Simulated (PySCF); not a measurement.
```json
{"atom": "C", "x (Å)": "-1.9194", "y (Å)": "-0.4617", "z (Å)": "0.0020"}
{"atom": "P", "x (Å)": "-0.4004", "y (Å)": "0.4360", "z (Å)": "-0.4202"}
{"atom": "O", "x (Å)": "-0.2232", "y (Å)": "0.9187", "z (Å)": "-1.7884"}
{"atom": "O", "x (Å)": "-0.3111", "y (Å)": "1.6017", "z (Å)": "0.6716"}
{"atom": "C", "x (Å)": "0.9367", "y (Å)": "-0.7298", "z (Å)": "0.0964"}
{"atom": "F", "x (Å)": "0.6311", "y (Å)": "-2.0196", "z (Å)": "0.2788"}
{"atom": "C", "x (Å)": "2.1800", "y (Å)": "-0.2875", "z (Å)": "0.1823"}
{"atom": "F", "x (Å)": "2.4395", "y (Å)": "0.9996", "z (Å)": "-0.0034"}
{"atom": "F", "x (Å)": "3.2795", "y (Å)": "-0.9544", "z (Å)": "0.4770"}
{"atom": "H", "x (Å)": "-1.9447", "y (Å)": "-0.6864", "z (Å)": "1.0634"}
{"atom": "H", "x (Å)": "-1.9579", "y (Å)": "-1.3809", "z (Å)": "-0.5766"}
{"atom": "H", "x (Å)": "-2.7630", "y (Å)": "0.1688", "z (Å)": "-0.2682"}
{"atom": "H", "x (Å)": "0.0485", "y (Å)": "2.3960", "z (Å)": "0.2673"}
```

Geometry: GFN2-xTB.

Level of theory: CAM-B3LYP/def2-SVPD, SCF density, gas phase (PySCF).

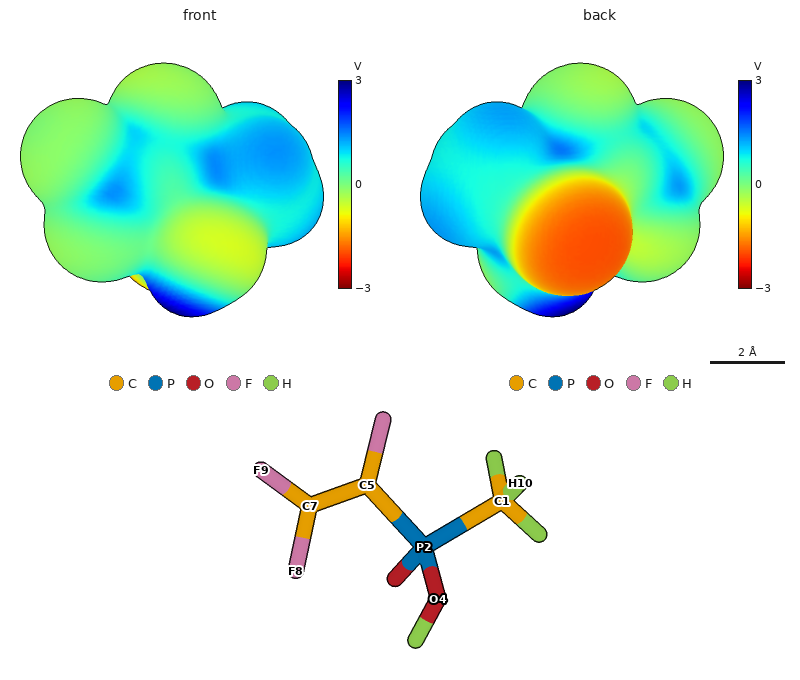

C₃H₄F₃O₂P. The electrostatic potential painted on the density surface at 0.002 e/bohr³, seen from the front and from behind; the colour scale runs from red (negative) to blue (positive). The bare structure is drawn below in the same view.

> Describe the electrostatic potential map.

The most negative region (about −2.0 V, or −46 kcal/mol for a unit charge) lies over O3, the most positive (about +2.9 V, or +67 kcal/mol for a unit charge) over H13. O3 is the likeliest acceptor of a hydrogen bond.

> How polar is the molecule by this calculation?

Its dipole moment is 2.67 D.
